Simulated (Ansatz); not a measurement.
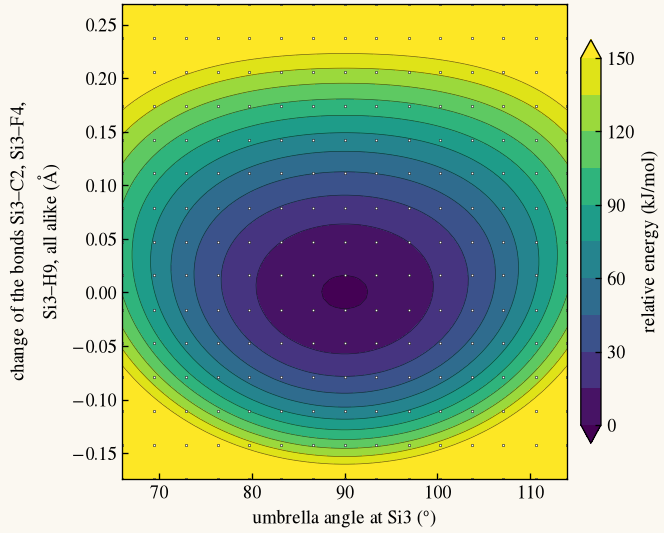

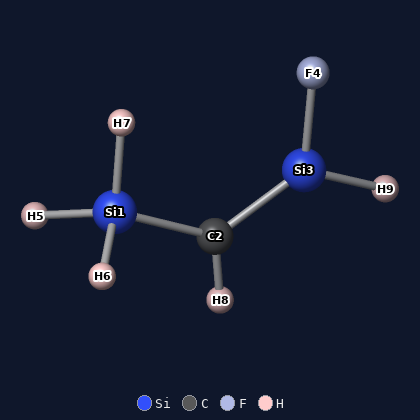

Energy landscape of CH5FSi2, SMILES F[SiH]=C[SiH3]. First axis: umbrella angle at Si3 (between each of its bonds and their common axis; 90 is planar). Second axis: change of the bonds Si3–C2, Si3–F4, Si3–H9, all alike. Nothing is relaxed (all other coordinates rigid). The scan uses a 15 × 15 grid. Points are written as (first, second). All energies are given in kJ/mol relative to the lowest grid point. Level of theory: RKS B3LYP-D4/def2-TZVP (Ansatz).

In the figure: filled contours, dots at the grid points, one colour for all values above the top of the scale. Between grid points the surface is interpolated. The second picture is the structure at the lowest point.

Q: Describe this landscape.

A: The lowest grid point is at (90.0°, 0.016 Å). It is the only kind of minimum in the scanned range. The highest grid point, (66.0°, −0.174 Å), lies 348 kJ/mol above the lowest. Round the minimum the two coordinates are nearly uncoupled.

Grid values (kJ/mol):

```csv
"second ↓, first →",66.0,69.4,72.9,76.3,79.7,83.1,86.6,90.0,93.4,96.9,100.3,103.7,107.1,110.6,114.0
0.269,233,223,216,210,207,205,204,203,204,205,207,210,216,223,233
0.237,204,192,183,176,171,168,166,166,166,168,171,176,183,192,204
0.206,177,164,153,144,139,135,132,131,132,134,138,144,153,164,177
0.174,153,137,124,115,107,102,99,98,99,102,107,114,124,137,153
0.142,132,114,99,88,79,73,70,69,70,73,79,88,99,114,132
0.111,116,96,79,66,56,49,45,44,45,49,56,66,79,96,116
0.079,104,82,63,48,37,29,24,23,24,29,37,48,63,82,104
0.047,99,74,53,37,24,15,10,8,10,15,24,36,53,74,99
0.016,101,73,50,32,18,8,2,0,2,8,18,32,50,73,101
−0.016,111,81,55,35,20,9,2,0,2,9,20,35,55,81,111
−0.047,131,98,70,48,31,19,12,9,12,19,31,48,70,98,131
−0.079,163,127,96,73,54,41,33,30,33,41,54,72,96,127,162
−0.111,208,169,136,111,91,76,68,65,68,76,91,111,136,169,208
−0.142,268,226,190,163,141,126,116,113,116,126,141,162,190,226,268
−0.174,348,303,264,234,211,195,185,181,185,195,211,234,264,303,348
```

The input of one point:

```yaml
crystal:
  periodic: [false, false, false]
  atoms:
    - { symbol: Si, position_ang: [-0.549884, 1.039401, -0.872475] }
    - { symbol: C, position_ang: [-0.563376, -0.273943, 0.417874] }
    - { symbol: Si, position_ang: [0.754235, -1.198953, 0.974649] }
    - { symbol: F, position_ang: [2.256063, -1.041309, 0.421029] }
    - { symbol: H, position_ang: [-1.449181, 0.698917, -2.004403] }
    - { symbol: H, position_ang: [-1.008245, 2.342172, -0.326002] }
    - { symbol: H, position_ang: [0.825159, 1.208453, -1.398947] }
    - { symbol: H, position_ang: [-1.506049, -0.514888, 0.903877] }
    - { symbol: H, position_ang: [0.76123, -2.259512, 2.012572] }
basis:
  gaussian: { orbitals: def2-TZVP }
hamiltonian:
  xc: { name: B3LYP }
  dispersion: d4
output:
  forces: true
```

Each point was launched as `ansatz run input.yaml --threads 1 --pin off --max-ram 2560MiB --backend cpu --events-out ev --progress --plain --runs-dir out`. The whole map (225 points run) took 27 min on 1 thread of Arm Neoverse V2, on a shared host.
